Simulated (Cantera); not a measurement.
A closed system holds: 1 mol Al(CH₃)₃, 4.4 mol NH₃, 10 mol N₂, equilibrated at 0.930 bar.

Equilibrium computed with Cantera from the NASA thermochemical tables; the gas is ideal and each condensed phase is pure. Candidate condensed phases: Al, AlN, C, C₆H₆, C₇H₈, C₈H₁₈; 97 gas species. The feed counts by its element totals alone. Rates play no part.

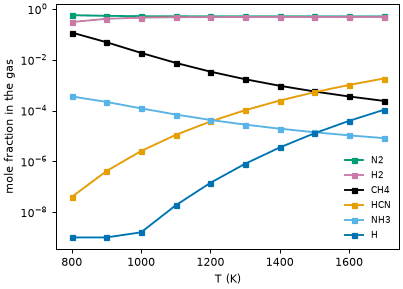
Equilibrium gas composition (values under 1e-9 drawn at 1e-9)

From 800 K to 1700 K the condensed part is AlN(s) + C(graphite).
